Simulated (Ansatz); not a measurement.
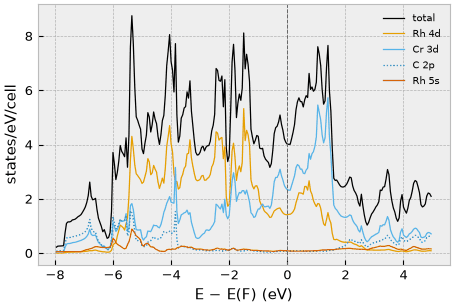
*Total and projected density of states of Cr2Rh2C in space group R-3m (No. 166; Cr on 6c, Rh on 6c, C on 3a), r²SCAN in the plane-wave PAW code Ansatz*

Which orbitals carry the states next to the Fermi level?

Within 0.5 eV of the Fermi level: Cr 3d 59 %, Rh 4d 35 %. Projections are on Löwdin-orthogonalised atomic valence shells; empty p or d shells of many metals are not among them.

Where is the tallest occupied peak in this window, and what makes it?

Near -5.3 eV, about 8.8 states/eV per cell; the largest projected share is Rh 4d.

The first step of the workflow began from a Materials Project structure, measured or hypothetical; the Crystallography Open Database copy checked does not list it. Its standing as an ambient phase is unchecked. Symmetry was held in the r²SCAN relaxation; whether a distortion lowers the energy is not shown. The run is not spin-polarised. Scalar-relativistic: spin–orbit coupling is off unless named, which matters more the heavier the elements.

Potentials: the later of the program's two PAW sets.
